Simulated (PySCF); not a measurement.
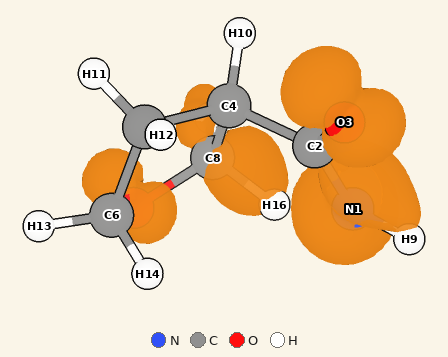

C5H8NO2 (doublet). Isosurfaces of the spin density at +0.03 (orange) and −0.03 e/Å³ (purple), seen from one side.

Geometry: GFN2-xTB.

Theory: PySCF 2.14.0, density-fitted response routines, UKS B3LYP, pcH-1 on C H N O, non-relativistic, mean-field spin-orbit, GIAO.

```xyz
16

N     1.9913   -0.4757    0.9144
C     1.5347    0.5147    0.1989
O     2.0616    1.6243    0.1842
C     0.2732    0.1465   -0.6025
C    -0.9336    0.9647   -0.1255
C    -1.5376    0.0366    0.9302
O    -1.2956   -1.2779    0.4645
C    -0.0946   -1.2842   -0.2318
H     2.8163   -0.3118    1.4780
H     0.4889    0.2890   -1.6611
H    -1.6367    1.1217   -0.9443
H    -0.6400    1.9289    0.2831
H    -2.6141    0.1500    1.0605
H    -1.0389    0.1770    1.8992
H    -0.1487   -2.0051   -1.0482
H     0.7663   -1.5899    0.4564
```

Describe the spin distribution.

The unpaired spin (1 electron) lies mostly on N1 (about 0.4), O3 (about 0.3), C8 (about 0.1) and O7 (about 0.1), in electrons by Hirshfeld's partition.
